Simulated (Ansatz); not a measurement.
Input file:

```
crystal:
  lattice:
    - [1.531139273, -6.6049637915, 0.0]
    - [1.531139273, 6.6049637915, 0.0]
    - [0.0, 0.0, 3.1662772636]
  atoms:
    - { symbol: Al, position: [0.3578817179, 0.6421182821, 0.0] }
    - { symbol: Al, position: [0.6421182821, 0.3578817179, 0.0] }
    - { symbol: B, position: [0.2300112357, 0.7699887643, 0.5] }
    - { symbol: B, position: [0.7699887643, 0.2300112357, 0.5] }
    - { symbol: As, position: [0.0, 0.0, 0.5] }
basis:
  ecutwfc: 420
kpoints:
  mp_grid: { grid: [12, 12, 12] }
hamiltonian:
  xc: pbe
scf:
  occupations: { method: gaussian, width: 0.1 }
output:
  forces: true
  stress: true
  eigenvalues: true
  write_density: true
  write_potential: true
  elf: true
  volumetric_format: npy
relax:
  adjacent_minimum: "off"
  f_tol: 0.01
  max_steps: 80
  cell: { stress_tol: 0.05 }
```

Launched as:

```sh
ansatz run input.yaml --threads 1 --pin off --max-ram 2560MiB --backend cpu --events-out ev --progress --plain --runs-dir out
```

Below, planes, directions and counts refer to the conventional cell (a = 3.00 Å, b = 13.42 Å, c = 3.19 Å, α = 90.00°, β = 90.00°, γ = 90.00°).

The fields are those of the run's last geometry, not of the input's.

Space group Cmmm; a structure generated by program, which may or may not match a known phase; computed without spin polarisation.

Level of theory: DFT PBE, scalar-relativistic, plane waves, PAW in Ansatz.

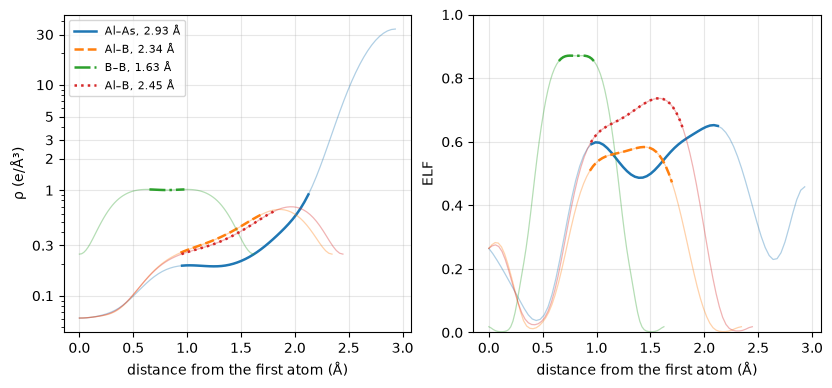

Al$_{2}$B$_{2}$As. Valence charge density (pseudo) and ELF along straight lines between neighbouring atoms. Thin, pale parts lie inside the atomic spheres.

In a PAW calculation such maps are meaningful between the atoms, not at the nuclei.

Question: Compare the contacts.

Answer: Al–As (2.93 Å): ρ at the midpoint is about 0.21 e/Å³; the ELF is about 0.50 at the midpoint.
Al–B (2.34 Å): ρ at the midpoint is about 0.31 e/Å³; the ELF peaks at about 0.60 in the valence shell of B, 0.9 Å from its nucleus, and is about 0.55 at the midpoint.
B–B (1.63 Å): ρ at the midpoint is about 1 e/Å³; the ELF peaks at about 0.85 between the atoms.
Al–B (2.45 Å): ρ at the midpoint is about 0.3 e/Å³; the ELF peaks at about 0.75 in the valence shell of B, 0.9 Å from its nucleus, and is about 0.65 at the midpoint.
